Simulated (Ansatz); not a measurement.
# B3LYP/STO-3G run of InH3 (SMILES [H][In]([H])[H])

What is the energy change on altering one bond length of InH3 at B3LYP/STO-3G? 

The results are computed with Ansatz 0.2.0.

27 further runs of the same task are left out: 1 that didn't finish, 26 set aside as unsound or not needed.

## 1. Starting point

The species is InH3 (4 atoms), meant as a singlet with charge 0. SMILES: `[H][In]([H])[H]`. Geometry: a GFN2-xTB relaxation, a rough one for these elements and not checked as a minimum.

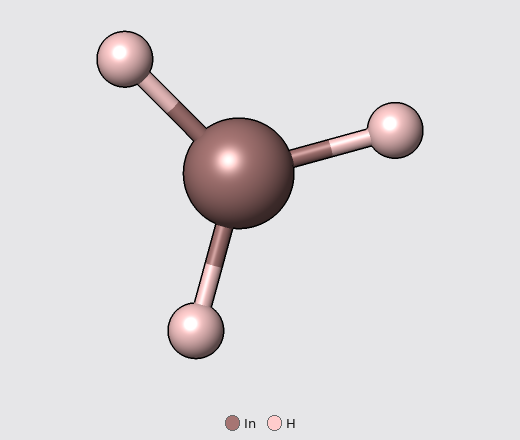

Viewed from a chosen angle; indium brown, hydrogen pink.

## 2. A single-point energy at B3LYP/STO-3G

Contents of molecule.yaml:

```yaml
crystal:
  periodic: [false, false, false]
  atoms:
    - {symbol: In, position_ang: [0.000640, -0.000740, -0.000540]}
    - {symbol: H, position_ang: [1.718930, -0.027790, 0.013510]}
    - {symbol: H, position_ang: [-0.834510, 1.501400, -0.017780]}
    - {symbol: H, position_ang: [-0.885060, -1.472880, 0.004810]}
basis:
  gaussian: {orbitals: STO-3G}
hamiltonian: {xc: {name: B3LYP}}
accuracy: high
```

Started as:

```console
ansatz run molecule.yaml --threads 1 --pin off --max-ram 2610MiB --events-out events.jsonl --progress --plain --runs-dir runs
```

The log of the run:

```text
Warning: RAYON_NUM_THREADS=1 ignored (pool sized by the plan → 1); use --threads N
Functional definition: B3LYP
  name "B3LYP"
  parameter a0 = 0.2
  parameter ax = 0.72
  parameter ac = 0.81
  exchange = (1 - a0 - ax)*slater_x + ax*b88_x + a0*exact_x
  correlation = (1 - ac)*vwn_rpa_c + ac*lyp_c
527 factors; integrals over basis functions are off by at most 4.0e-9 eV
mean field evaluation 1: about -154740.0900 eV, gradient 1.4e1 eV
mean field evaluation 2: about -154740.6713 eV, gradient 7.1e0 eV
mean field evaluation 4: about -154740.9064 eV, gradient 1.2e-1 eV
mean field evaluation 8: about -154740.8537 eV, gradient 1.8e-3 eV
mean field -154740.85374239 eV, -5686.6214879149 hartree, gradient 4.6e-8 eV, S^2 0.000000; 0 other end points of the search recorded, 0 dependent functions left out
reference -154740.85376781 eV, -5686.6214888490 hartree; 26, 26 occupied and 4, 4 virtual orbitals, 527 factors
Total energy: -154740.85376781 eV, -5686.6214888490 hartree
```

Wall time 0.58 s (1 thread of AMD EPYC 9R45 (Zen 5), shared host); peak memory 0.12 GiB.

## 3. The distorted shape

Contents of in.yaml:

```yaml
crystal:
  periodic: [false, false, false]
  atoms:
    - {symbol: In, position_ang: [-0.428932, 0.006022, -0.004052]}
    - {symbol: H, position_ang: [1.718930, -0.027790, 0.013510]}
    - {symbol: H, position_ang: [-1.264082, 1.508162, -0.021292]}
    - {symbol: H, position_ang: [-1.314632, -1.466118, 0.001298]}
basis:
  gaussian: {orbitals: STO-3G}
hamiltonian: {xc: {name: B3LYP}}
accuracy: high
```

Started as:

```console
ansatz run in.yaml --threads 1 --pin off --max-ram 2610MiB --events-out events.jsonl --progress --plain --runs-dir runs
```

The log of the run (excerpt; [...] marks lines left out):

```text
Warning: RAYON_NUM_THREADS=1 ignored (pool sized by the plan → 1); use --threads N
[... 7 set-up lines as earlier in the session ...]
527 factors; integrals over basis functions are off by at most 4.0e-9 eV
mean field evaluation 1: about -154738.5061 eV, gradient 1.5e1 eV
mean field evaluation 2: about -154738.9143 eV, gradient 1.1e1 eV
mean field evaluation 4: about -154739.5920 eV, gradient 1.9e-1 eV
mean field evaluation 8: about -154739.5235 eV, gradient 2.2e-3 eV
mean field -154739.52352713 eV, -5686.5726034059 hartree, gradient 3.8e-8 eV, S^2 0.000000; 0 other end points of the search recorded, 0 dependent functions left out
reference -154739.52355296 eV, -5686.5726043552 hartree; 26, 26 occupied and 4, 4 virtual orbitals, 527 factors
Total energy: -154739.52355296 eV, -5686.5726043552 hartree
```

Wall time 0.62 s (1 thread of AMD EPYC 9R45 (Zen 5), shared host); peak memory 0.12 GiB.

## 4. Results

Level: B3LYP/STO-3G.

| quantity | value |
| --- | --- |
| first shape: total energy | -5686.62149 Eh |
| distorted shape: total energy | -5686.57260 Eh |
| energy change with the In1–H2 bond stretched from 1.719 to 2.148 Å | 1.330 eV |

What this shows: With the In1–H2 bond stretched from 1.719 to 2.148 Å the energy rises by 1.33 eV (31 kcal/mol). The first shape isn't relaxed at this level, so the change isn't measured from a minimum. The minimal basis adds a large error of its own. Relativity is left out (first shape) although the molecule holds a heavy atom. Relativity is left out (distorted shape) although the molecule holds a heavy atom.
